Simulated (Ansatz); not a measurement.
# AlH2O (SMILES [O][AlH2]) at U-wB97X/STO-3G

What is the electronic atomisation energy of AlH2O at U-wB97X/STO-3G? 

Program for the calculation: Ansatz 0.2.0.

51 further runs of the same task are left out: 1 that didn't finish, 50 set aside as unsound or not needed.

### Step 1. The structure to begin with

AlH2O: 4 atoms, total charge 0, spin state doublet. As SMILES, `[O][AlH2]`. The coordinates come from a PBE0-D4/def2-TZVP relaxation.

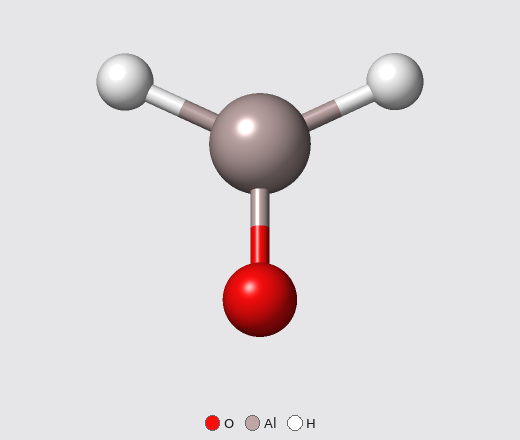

Viewed from a chosen angle; oxygen red, aluminium light grey, hydrogen white.

### Step 2. The energy at U-wB97X/STO-3G

The input, job.yaml:

```yaml
basis:
  gaussian:
    orbitals: STO-3G
crystal:
  periodic: [false, false, false]
  atoms:
    - {symbol: O, position_ang: [0.062600, -0.856300, 1.401400]}
    - {symbol: Al, position_ang: [0.011300, 0.029900, -0.080400]}
    - {symbol: H, position_ang: [-1.149600, -0.360800, -1.076000]}
    - {symbol: H, position_ang: [1.131100, 1.126800, -0.265300]}
magnetization:
  spin_polarized: true
  initial_magnetization: 1
hamiltonian:
  xc: {name: wB97X}
accuracy: high
```

Command:

```
$ ansatz run job.yaml --threads 1 --pin off --max-ram 2610MiB --events-out events.jsonl --progress --plain --runs-dir runs
```

The program printed:

```text
Warning: RAYON_NUM_THREADS=1 ignored (pool sized by the plan → 1); use --threads N
Functional definition: wB97X
  name "wB97X"
  parameter omega = 0.3/bohr
  parameter cx = 0.157706
  parameter cx1 = 0.726479
  parameter cx2 = 1.04760
  parameter cx3 = -5.70635
  parameter cx4 = 13.2794
  parameter css1 = -4.33879
  parameter css2 = 18.2308
  parameter css3 = -31.7430
  parameter css4 = 17.2901
  parameter cos1 = 2.37031
  parameter cos2 = -11.3995
  parameter cos3 = 6.58405
  parameter cos4 = -3.78132
  exchange = spin_sum(e_x_unif_sr(omega)*poly(b97_u_x, 1 - cx, cx1, cx2, cx3, cx4)) + cx*exact_x_sr(omega)
      + exact_x_lr(omega)
  correlation = spin_sum(e_c_pw_same_spin*poly(b97_u_same, 1, css1, css2, css3, css4))
      + integral(e_c_pw_opposite_spin*poly(b97_u_opposite, 1, cos1, cos2, cos3, cos4))
267 factors; integrals over basis functions are off by at most 2.5e-8 eV
119 factors; integrals over basis functions are off by at most 8.7e-10 eV
mean field evaluation 1: about -8561.6872 eV, gradient 2.1e1 eV
mean field evaluation 2: about -8561.0660 eV, gradient 2.8e1 eV
mean field evaluation 4: about -8566.2512 eV, gradient 7.0e-1 eV
mean field evaluation 8: about -8566.2293 eV, gradient 3.4e-2 eV
mean field evaluation 16: about -8566.2293 eV, gradient 3.1e-4 eV
mean field evaluation 32: about -8566.1760 eV, gradient 5.5e-1 eV
mean field -8566.22927401 eV, -314.8031194211 hartree, gradient 4.5e-8 eV, S^2 0.754626; 2 other end points of the search recorded, 0 dependent functions left out
reference -8566.22927260 eV, -314.8031193694 hartree; 12, 11 occupied and 4, 5 virtual orbitals, 267 factors
Total energy: -8566.22927260 eV, -314.8031193694 hartree
```

It took 9.6 s on 1 thread of Arm Neoverse V1, shared host; peak memory 0.35 GiB.

### Step 3. The Al atom

The input, in.yaml:

```yaml
basis:
  gaussian:
    orbitals: STO-3G
crystal:
  periodic: [false, false, false]
  atoms:
    - symbol: Al
      position_ang: [0.000000, 0.000000, 0.000000]
magnetization:
  spin_polarized: true
  initial_magnetization: 1
hamiltonian:
  xc: {name: wB97X}
accuracy: high
```

Command:

```
$ ansatz run in.yaml --threads 1 --pin off --max-ram 2610MiB --events-out events.jsonl --progress --plain --runs-dir runs
```

The program printed, shortened:

```text
Warning: RAYON_NUM_THREADS=1 ignored (pool sized by the plan → 1); use --threads N
[... 2 set-up lines as earlier in the session ...]
[...]
      + exact_x_lr(omega)
[...]
      + integral(e_c_pw_opposite_spin*poly(b97_u_opposite, 1, cos1, cos2, cos3, cos4))
42 factors; integrals over basis functions are off by at most 1.7e-9 eV
29 factors; integrals over basis functions are off by at most 4.1e-10 eV
[...]
mean field -6511.96082913 eV, -239.3101465051 hartree, gradient 8.5e-8 eV, S^2 0.750001; 0 other end points of the search recorded, 0 dependent functions left out
reference -6511.96082823 eV, -239.3101464717 hartree; 7, 6 occupied and 2, 3 virtual orbitals, 42 factors
Total energy: -6511.96082823 eV, -239.3101464717 hartree
```

It took 2.2 s on 1 thread of Arm Neoverse V1, shared host; peak memory 0.2 GiB.

### Step 4. The H atom at the same level

The input, input.yaml:

```yaml
crystal:
  periodic: [false, false, false]
  atoms:
    - {symbol: H, position_ang: [0.000000, 0.000000, 0.000000]}
basis:
  gaussian: {orbitals: STO-3G}
magnetization: {spin_polarized: true, initial_magnetization: 1}
hamiltonian: {xc: {name: wB97X}}
accuracy: high
```

Run the same way, it converges to -0.46692 Eh (log not shown).

### Step 5. The O atom

The input, in.yaml:

```yaml
basis:
  gaussian:
    orbitals: STO-3G
crystal:
  periodic: [false, false, false]
  atoms:
    - {symbol: O, position_ang: [0.000000, 0.000000, 0.000000]}
magnetization:
  spin_polarized: true
  initial_magnetization: 2
accuracy: high
hamiltonian:
  xc: {name: wB97X}
```

Command:

```
$ ansatz run in.yaml --threads 1 --pin off --max-ram 2610MiB --events-out events.jsonl --progress --plain --runs-dir runs
```

The program printed, shortened:

```text
Warning: RAYON_NUM_THREADS=1 ignored (pool sized by the plan → 1); use --threads N
[... 2 set-up lines as earlier in the session ...]
[...]
      + exact_x_lr(omega)
[...]
      + integral(e_c_pw_opposite_spin*poly(b97_u_opposite, 1, cos1, cos2, cos3, cos4))
15 factors; integrals over basis functions are off by at most 1.1e-9 eV
15 factors; integrals over basis functions are off by at most 3.1e-10 eV
[...]
mean field -2014.62968044 eV, -74.0362751911 hartree, gradient 0.0e0 eV, S^2 2.000000; 0 other end points of the search recorded, 0 dependent functions left out
reference -2014.62968021 eV, -74.0362751826 hartree; 5, 3 occupied and 0, 2 virtual orbitals, 15 factors
Total energy: -2014.62968021 eV, -74.0362751826 hartree
```

Run time: 0.73 s. Hardware: 1 thread of Arm Neoverse V1, shared host; peak memory 0.13 GiB.

### Step 6. Results

At U-wB97X/STO-3G:

```
                     quantity          value
       molecule: total energy  -314.80312 Eh
               molecule: ⟨S²⟩          0.755
        Al atom: total energy  -239.31015 Eh
                Al atom: ⟨S²⟩          0.750
         H atom: total energy    -0.46692 Eh
                 H atom: ⟨S²⟩          0.750
         O atom: total energy   -74.03628 Eh
                 O atom: ⟨S²⟩          2.000
electronic atomisation energy      14.228 eV
```

Taking the molecule apart into free atoms costs 14.23 eV (328 kcal/mol), before zero-point energy and without spin-orbit coupling. In a minimal basis such a difference can be off by several eV, whatever the method.
